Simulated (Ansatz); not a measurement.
The figure comes from a scan of MoS2 (space group P6_3/mmc): a phonon pattern at M = (0.5, 0.0, 0.0) is frozen into a 12-atom cell, Q being the largest atomic displacement. The numbers are results of LDA (plane waves to 420 eV, PAW, scalar-relativistic; Ansatz, a first-principles code), not measurements. k mesh 6×12×3 (Γ-centred), Fermi-Dirac smearing 0.05 eV. Energies are smeared free energies. MoS2 is run without spin polarisation. MoS2 was relaxed with its symmetry unable to fall. ΔE is measured from the undisplaced structure.

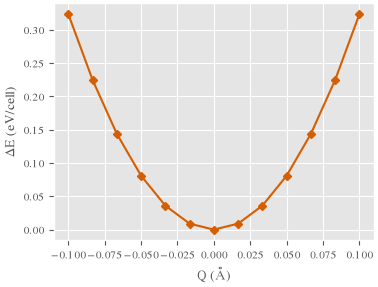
Figure. ΔE (eV/cell) against Q (Å); computed points joined by lines.

Q: List the plotted points as numbers.

A: To the nearest 0.005:

```tsv
Q (Å)	ΔE (eV/cell)
-0.100	0.325
-0.083	0.225
-0.067	0.145
-0.050	0.080
-0.033	0.035
-0.017	0.010
0.000	0.000
0.017	0.010
0.033	0.035
0.050	0.080
0.067	0.145
0.083	0.225
0.100	0.325
```

(For displaced atoms, the force is minus the slope of the energy, and its curvature is a force constant, which sets phonon frequencies.)
